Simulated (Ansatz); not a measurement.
The end point of a relaxation of GaAs. Space group P6₃mc (No. 186), AFLOW prototype AB_hP12_186_a2b_a2b (B6, as in SiC). All values below come from r2SCAN (plane waves to 500 eV, PAW, scalar-relativistic; Ansatz, an electronic-structure program).

```cif
data_As6Ga6
_chemical_formula_sum 'Ga6 As6'
_space_group_name_H-M_alt 'P63mc'
_space_group_IT_number 186
_space_group_name_Hall 'P 6c -2c'
_cell_length_a 4.00163
_cell_length_b 4.00163
_cell_length_c 19.66535
_cell_angle_alpha 90.000
_cell_angle_beta 90.000
_cell_angle_gamma 120.000
loop_
_atom_site_label
_atom_site_type_symbol
_atom_site_symmetry_multiplicity
_atom_site_Wyckoff_symbol
_atom_site_fract_x
_atom_site_fract_y
_atom_site_fract_z
_atom_site_occupancy
Ga1 Ga 2 a 0.00000 0.00000 0.49992 1
Ga2 Ga 2 b 0.33333 0.66667 0.33274 1
Ga3 Ga 2 b 0.66667 0.33333 0.16650 1
As1 As 2 a 0.00000 0.00000 0.37453 1
As2 As 2 b 0.33333 0.66667 0.20813 1
As3 As 2 b 0.66667 0.33333 0.04187 1
```

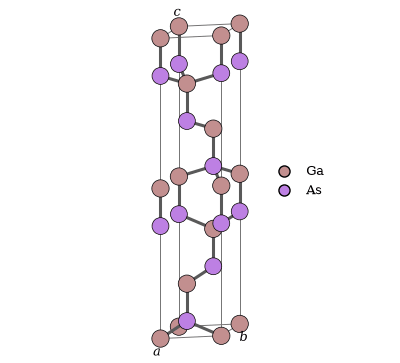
*The conventional cell of the relaxed structure*

| Item | Result |
|---|---|
| Volume per atom | 22.73 Å³ |
| Band gap | 0.97 eV, direct at Γ (no spin-orbit coupling) |
| Shortest distances | As–Ga 2.45 Å |
| k-mesh | 8×8×2 |

Band energies at high-symmetry points (eV from the VBM; labels of this space group; no spin-orbit coupling), from −5 eV up to 4.5 eV:

```json
[
 {"point": "Γ", "energies": "-2.75 -2.73 -1.22 -1.22 -0.99 -0.99 -0.97 -0.97 -0.42 -0.42 -0.37 -0.37 -0.06 0.00 0.00 0.97 1.26 1.45 1.63 1.96 2.18 3.95 3.95 4.08 4.35 4.35"},
 {"point": "M", "energies": "-3.68 -3.43 -2.78 -2.73 -2.71 -2.48 -2.46 -2.15 -1.71 -1.71 -1.57 -1.21 1.60 1.63 1.89 2.16 2.19 2.48 2.49 3.25 4.07"},
 {"point": "K", "energies": "-4.28 -4.28 -4.09 -3.77 -3.47 -3.47 -2.72 -2.72 -2.53 -2.04 -1.98 -1.98 2.50 2.54 2.54 3.87 4.12 4.12 4.38 4.38"},
 {"point": "A", "energies": "-4.22 -4.22 -1.19 -1.19 -1.16 -1.16 -1.16 -1.16 -0.71 -0.71 -0.71 -0.71 -0.11 -0.11 -0.11 -0.11 1.32 1.32 1.72 1.72 1.89 1.89 4.10 4.10 4.10 4.10 4.20 4.20"},
 {"point": "L", "energies": "-3.46 -3.46 -2.92 -2.92 -2.70 -2.70 -2.12 -2.12 -1.72 -1.72 -1.35 -1.35 1.49 1.49 1.90 1.90 2.46 2.46 3.05 3.05 4.35 4.35"},
 {"point": "H", "energies": "-4.26 -4.26 -3.95 -3.95 -3.55 -3.55 -2.57 -2.57 -2.28 -2.28 -2.08 -2.08 2.94 2.94 2.99 2.99 3.15 3.15"}
]
```

No spin polarisation in the result.

The run could not lose the symmetry of its start.

The first start was generated by placing the elements on the sites of a structure type. Materials Project lists a structure of GaAs in the same space group, P6₃mc (No. 186); the sites were not compared with it, nor with measured phases. Known forms of GaAs include space group No. 216.
